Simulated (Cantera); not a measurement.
Charge: 1 mol SiO2, 6.2 mol CO, 1.3 mol H2, held at 750 Torr.

Method: chemical equilibrium by Gibbs-energy minimisation in Cantera with the NASA 1993 tables (ideal gas, pure condensed phases). Candidate condensed phases: C, C6H6, C7H8, C8H18, H2O, Si, SiC, SiO2; 123 gas species. The tables hold silica as quartz up to 1696 K and as liquid above; real silica turns to tridymite and cristobalite and melts near 1996 K. Equilibrium is a limit: real reactors are often held back by kinetics, nucleation or transport.

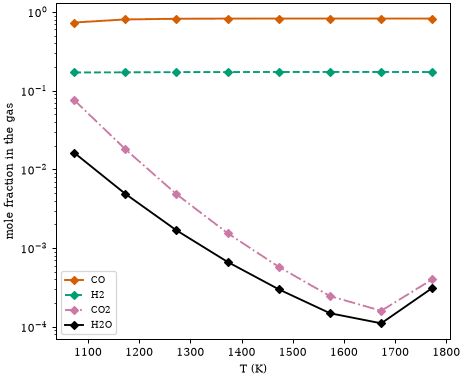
*Equilibrium gas composition (values under 1e-9 drawn at 1e-9)*

From 1073 K to 1573 K the condensed part is C(graphite) + SiO2(β-quartz). At 1673 K the condensed part is SiO2(β-quartz). At 1773 K the condensed part is SiO2(condensed).
